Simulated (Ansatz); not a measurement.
A series of calculations on SiPH$_{7}$

## 1. Relaxation

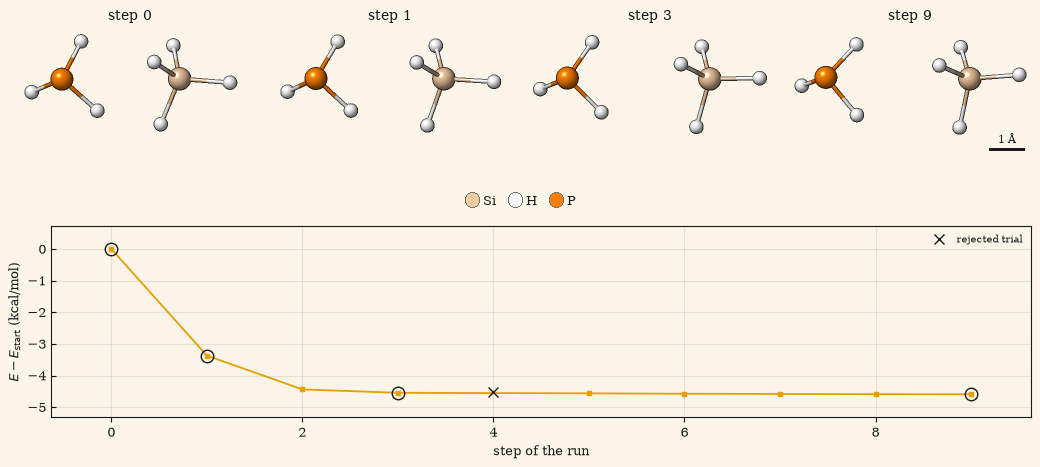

Frames of a relaxation of SiPH₇, marked on the history of the run. A ball-and-stick model, seen at a tilt.

The run prepares an end point of a later path (reaction) calculation, from a guessed geometry.

Computed with Ansatz, RKS PBE0-D4/6-31G*. (no spin polarisation; force threshold 0.03 eV/Å; at most 50 steps)

### Describe the path.

An H atom moves most after the best rigid fit: 0.62 Å. By element the largest moves are H 0.62 Å, P 0.47 Å, Si 0.29 Å. Some distances before and after: H–Si 1.470 → 1.488 Å. The energy falls by 4.59 kcal/mol in 8 accepted moves (9 points after the start). The largest force component goes from 0.49 to 0.017 eV/Å. The line search rejected the trial step at point 4 of the run. The forces were under the threshold at step 5, but the run went on from there. From step 0 to 1: an H atom moves most (0.19 Å), energy −3.37 kcal/mol. From step 1 to 3: an H atom moves most (0.28 Å), energy −1.18 kcal/mol. From step 3 to 9: an H atom moves most (0.18 Å), energy −0.05 kcal/mol.

## 2. Relaxation

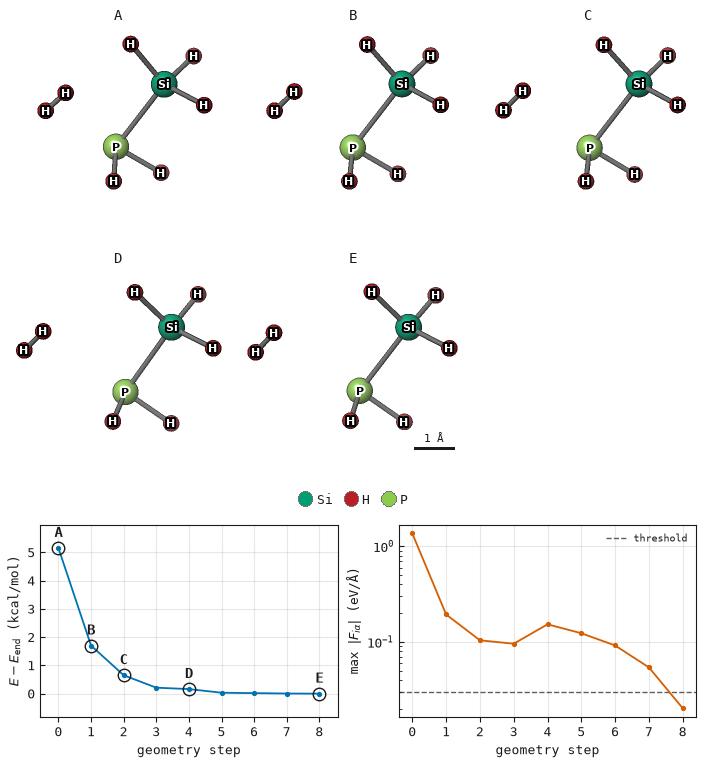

Frames of a relaxation of SiPH$_{7}$, marked on the history of the run. Style: ball-and-stick. Shown at a tilt.

The run prepares an end point of a later path (reaction) calculation, from a guessed geometry.

Theory: Ansatz 0.2.0, RKS PBE0-D4/6-31G*. (no spin polarisation; force threshold 0.03 eV/Å; at most 50 steps)

Question: Describe the path.

Answer: The largest move after the best rigid fit is that of an H atom, 0.76 Å. Largest moves by element: H 0.76 Å, P 0.27 Å, Si 0.26 Å. Some distances before and after: P–Si 2.205 → 2.260 Å, H–H 0.708 → 0.743 Å, H–Si 1.497 → 1.489 Å. Bond angles that change, for instance: H–Si–P 112.3° → 108.4°. Over 8 geometry steps the energy falls by 5.16 kcal/mol. Largest force component: 1.4 eV/Å at the start, 0.02 eV/Å at the end. From step 0 to 1: an H atom moves most (0.19 Å), energy −3.45 kcal/mol. From step 1 to 2: an H atom moves most (0.19 Å), energy −1.05 kcal/mol. From step 2 to 4: an H atom moves most (0.30 Å), energy −0.49 kcal/mol. From step 4 to 8: an H atom moves most (0.11 Å), energy −0.16 kcal/mol.

```tsv
step	E − E(0), kcal/mol	largest force component, eV/Å
0	0.00	1.3606
1	-3.45	0.1941
2	-4.50	0.1043
3	-4.94	0.0960
4	-4.99	0.1531
5	-5.12	0.1235
6	-5.14	0.0920
7	-5.15	0.0543
8	-5.16	0.0204
```

## 3. Path

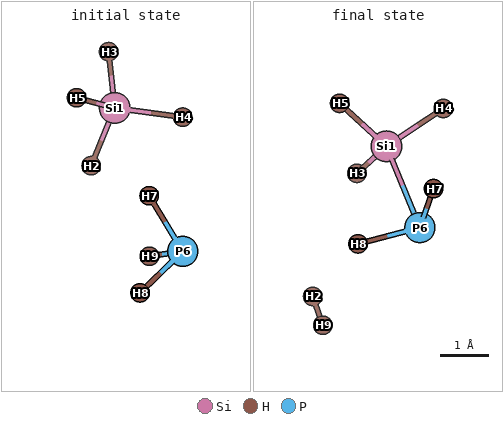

The two relaxed end points of a path for SiPH₇, made up at the start of SiH4 and PH₃. The picture is a ball-and-stick view, seen from a free direction.

Level of theory: RKS PBE0-D4/6-31G* in Ansatz.

Set-up: 5 movable images; climbing image; force threshold 0.05 eV/Å; iteration limit 60.

Start:
```xyz
9

Si    0.5655   -0.0533   -0.2352
H     0.9008   -0.0640    1.2148
H     1.8013    0.1783   -1.0306
H    -0.4123    1.0351   -0.5062
H    -0.0340   -1.3619   -0.6130
P    -3.2052    0.2268    1.4720
H    -2.7988   -0.6634    0.4394
H    -3.7115   -0.8212    2.2893
H    -1.9302    0.2114    2.1029
```

End:
```xyz
9

Si   -0.5692   -0.1421   -0.5827
H     0.3466    0.1934    2.9648
H     0.6298    0.2099    0.2260
H    -0.6330    0.7645   -1.7624
H    -0.4267   -1.5468   -1.0606
P    -2.4100    0.2233    0.6760
H    -3.3026   -0.4140   -0.2313
H    -2.2443   -0.9416    1.4750
H    -0.2149    0.3413    3.4285
```

Predict the minimum-energy path and its barrier.

Answer. The barrier is about 3.05 eV in both directions, with image 3 at the top; the ends have the same energy. Breaking: P6–H9 (1.42 → 1.85 at the top → 3.52 Å), Si1–H2 (1.49 → 1.71 at the top → 3.68 Å). Forming: H2–H9 (2.98 → 1.04 at the top → 0.74 Å), Si1–P6 (4.15 → 2.60 at the top → 2.26 Å). The band converged in 26 iterations. The largest component of the band force went from 5.3 to 0.041 eV/Å. The climbing image converged on the top of the path. Its vibrational analysis gives one imaginary mode (1617i cm⁻¹), as a transition state must have.

Energies of the converged images:

```tsv
image	path (Å)	E (eV)
0	0.00	0.000
1	1.95	0.008
2	3.91	0.056
3	5.87	3.046
4	8.29	0.021
5	10.73	0.006
6	13.16	0.000
```

The geometry at the top of the path:

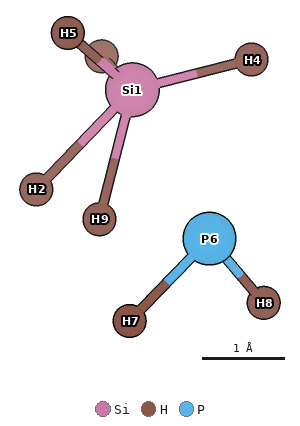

Limits of the set-up: the start holds two separate molecules, 3.0 Å apart at their closest, whose relative position is a soft coordinate.

Cost: 4.2 min on 1 thread of Arm Neoverse V1 (shared host), peak memory 0.11 GiB.
